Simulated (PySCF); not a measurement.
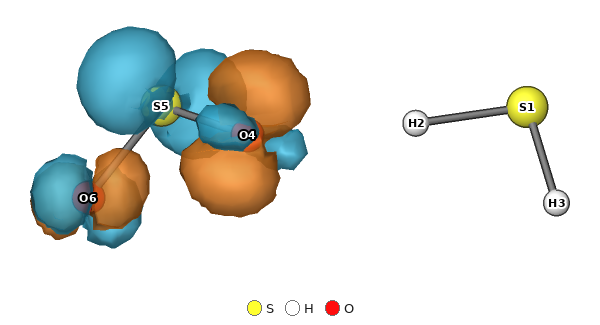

Figure 1: H2O2S2, SMILES `S.O=S=O`. Unrelaxed difference density of S₃ less the ground state (TDA singlet states), ±0.08 e/Å³; light blue: gain, orange: loss.

Level of theory: B3LYP/def2-SVP (PySCF), at a geometry from GFN2-xTB. The pair's geometry is semi-empirical, so its contact may be too short or too long. GFN2-xTB bond lengths at metals and heavier atoms can be off by up to 0.1 Å and shapes distorted, which carries into these values. Without diffuse functions Rydberg states are missing, so the states' numbers hold for this basis only.

Cartesian coordinates (Å):

```
S1       2.7533   -0.0108   -0.1667
H2       1.5304   -0.0137    0.3533
H3       3.1295   -1.0530    0.5608
O4      -0.4028    0.0580    0.6704
S5      -1.5604    0.3709   -0.1275
O6      -2.5656   -0.6449   -0.1962
```

### How does the charge move on excitation?

0.73 e is displaced in all, of which about 0.4 e passes between atoms: O4 (0.34 e) and S1 (0.04 e) lose electrons and S5 (0.36 e) gains them. The state: 4.29 eV (289 nm), f = 0.006; the leading pair carries 100 %; hole on O4 (57 %), O6 (22 %) and S5 (15 %), electron on S5 (51 %), O6 (24 %) and O4 (23 %); their centroids lie 0.7 Å apart.
